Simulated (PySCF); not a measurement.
**C₃H₁₄OSi₃: NMR shielding calculation**

The run: NMR shielding calculation of C₃H₁₄OSi₃, SMILES CC(C)[SiH2][SiH2]O[SiH3]. Method and program: GIAO KT3/pcSseg-1 NMR shielding, non-relativistic, gas phase (PySCF 2.14.0).

The geometry comes from this level: PBE0-D3(BJ)/def2-SVP. It belongs to a series of runs on one base structure; here: H on Si replaced by iPr. Figures and captions count atoms from 1; the log counts them from 0 in places.

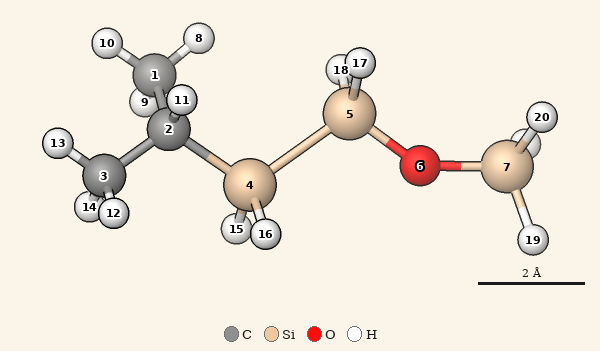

The input geometry (ball-and-stick view, seen at a tilt; atoms are numbered from 1 in the order of the input). Bond lengths as drawn: C–C 1.53 Å, C–H 1.10 to 1.11 Å, C–Si 1.90 Å, H–Si 1.49 to 1.50 Å, O–Si 1.66 to 1.67 Å and Si–Si 2.34 Å.

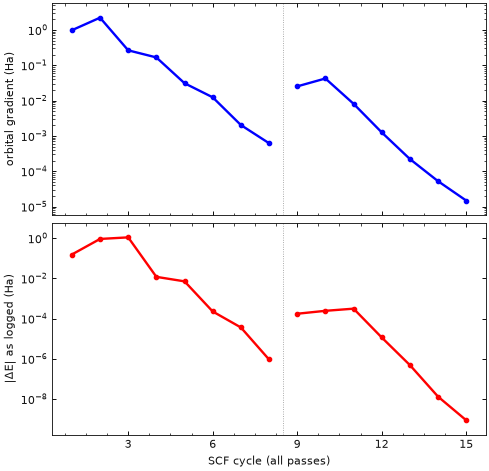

Convergence of the self-consistent field: orbital gradient and size of the energy change against the SCF cycle. The dotted line marks the change from a coarse to the final integration grid. The first 8 cycles use a coarse grid, the final grid takes over at cycle 9, and the field converges after 15 cycles in all.

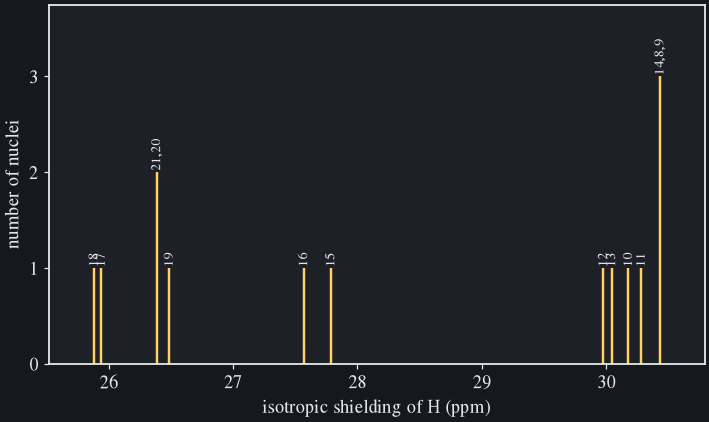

Isotropic shieldings of the hydrogen nuclei in this fixed geometry, labelled by atom number; shielding grows to the right, so chemical shift grows to the left. The least shielded is H18 (25.9 ppm), the most shielded H9 (30.5 ppm).

The input that produced these results follows, with the program's output.

### Input file
```
{"job": {"kind": "nmr", "xc": "KT3", "basis": "pcSseg-1", "pop": false}, "charge": 0, "multiplicity": 1}
C     -2.222180     1.150984     0.563684
C     -1.954898    -0.336789     0.336708
C     -3.109027    -1.015621    -0.399222
Si    -0.305940    -0.610841    -0.572276
Si     1.472900     0.393539     0.577965
O      2.897931    -0.041409    -0.167621
Si     4.547425     0.097239    -0.101706
H     -1.438452     1.630445     1.171858
H     -2.278707     1.699355    -0.391349
H     -3.182000     1.304669     1.085049
H     -1.833280    -0.825187     1.321640
H     -2.937038    -2.094834    -0.533268
H     -4.055766    -0.895470     0.154552
H     -3.257407    -0.576264    -1.399552
H     -0.385331    -0.023762    -1.950221
H     -0.022027    -2.075695    -0.708482
H      1.495967    -0.053347     2.010511
H      1.347056     1.887826     0.591329
H      5.139882    -0.859907    -1.077337
H      5.043932    -0.222057     1.272438
H      4.966801     1.488284    -0.452175
```

The first line tells a small driver script what to run in PySCF; the rest is the geometry in Å.

Run as:
```bash
OMP_NUM_THREADS=1 python <driver script> task.json out
```

### What the program printed
```
coarse grid: 17896 points
cycle   1  E = -1076.0408200577  dE =  1.541e-01  |g| = 9.822e-01  |ddm| = 3.985e+00
cycle   2  E = -1075.1244737608  dE =  9.163e-01  |g| = 2.227e+00  |ddm| = 3.654e+00
cycle   3  E = -1076.2227706343  dE = -1.098e+00  |g| = 2.653e-01  |ddm| = 3.206e+00
cycle   4  E = -1076.2346863922  dE = -1.192e-02  |g| = 1.669e-01  |ddm| = 4.541e-01
cycle   5  E = -1076.2418046837  dE = -7.118e-03  |g| = 3.107e-02  |ddm| = 1.849e-01
cycle   6  E = -1076.2420303796  dE = -2.257e-04  |g| = 1.241e-02  |ddm| = 3.824e-02
cycle   7  E = -1076.2420666004  dE = -3.622e-05  |g| = 2.037e-03  |ddm| = 1.067e-02
cycle   8  E = -1076.2420675232  dE = -9.228e-07  |g| = 6.230e-04  |ddm| = 2.927e-03
final grid: 155824 points
cycle   9  E = -1076.3347643904  dE = -1.743e-04  |g| = 2.531e-02  |ddm| = 3.955e-02
cycle  10  E = -1076.3345208206  dE =  2.436e-04  |g| = 4.234e-02  |ddm| = 4.834e-02
cycle  11  E = -1076.3348324611  dE = -3.116e-04  |g| = 8.127e-03  |ddm| = 3.995e-02
cycle  12  E = -1076.3348439533  dE = -1.149e-05  |g| = 1.261e-03  |ddm| = 8.286e-03
cycle  13  E = -1076.3348444385  dE = -4.853e-07  |g| = 2.220e-04  |ddm| = 1.638e-03
cycle  14  E = -1076.3348444516  dE = -1.304e-08  |g| = 5.234e-05  |ddm| = 3.434e-04
cycle  15  E = -1076.3348444524  dE = -8.727e-10  |g| = 1.480e-05  |ddm| = 9.083e-05
converged SCF energy = -1076.3348444524

GIAO shielding tensors (ppm)
atom      isotropic    diamagn.    paramagn.     s11        s22        s33       span
  0 C      159.310     248.746     -89.436    143.996    152.350    181.584     37.588
  1 C      165.797     253.732     -87.934    157.669    168.760    170.962     13.293
  2 C      158.064     244.481     -86.417    141.136    149.758    183.298     42.162
  3 Si     421.748     886.201    -464.453    387.521    391.868    485.856     98.335
  4 Si     386.589     883.066    -496.477    307.811    369.222    482.735    174.925
  5 O      336.235     400.310     -64.075    258.362    358.733    391.611    133.248
  6 Si     402.462     879.956    -477.494    355.636    364.539    487.211    131.576
  7 H       30.431      32.756      -2.325     25.330     29.855     36.109     10.779
  8 H       30.463      31.722      -1.259     27.315     28.789     35.285      7.969
  9 H       30.179      29.338       0.841     26.133     27.597     36.806     10.673
 10 H       30.281      34.240      -3.959     27.047     28.464     35.333      8.286
 11 H       29.977      28.977       1.000     25.477     28.174     36.280     10.803
 12 H       30.044      27.270       2.774     25.910     27.385     36.836     10.926
 13 H       30.400      29.198       1.202     27.010     28.747     35.443      8.433
 14 H       27.786      32.645      -4.859     24.874     26.895     31.590      6.717
 15 H       27.568      32.447      -4.880     24.093     26.510     32.100      8.007
 16 H       25.941      31.430      -5.489     22.150     26.306     29.367      7.217
 17 H       25.882      31.521      -5.639     21.719     26.565     29.360      7.641
 18 H       26.487      27.622      -1.135     23.176     24.823     31.461      8.285
 19 H       26.389      27.232      -0.843     23.243     24.781     31.144      7.901
 20 H       26.382      27.392      -1.010     23.145     24.759     31.242      8.098
```

### Summary

- outcome: converged
- total energy: −1076.334844 hartree
- HOMO: −6.61 eV
- LUMO: −1.27 eV
- dipole moment: 1.04 D
- isotropic shielding, C: 158.1 to 165.8 ppm
- isotropic shielding, Si: 386.6 to 421.7 ppm
- isotropic shielding, O: 336.2 ppm
- isotropic shielding, H: 25.9 to 30.5 ppm
- hardware: 1 CPU thread, shared host
- wall time: 2.5 min
- peak memory: 0.81 GiB
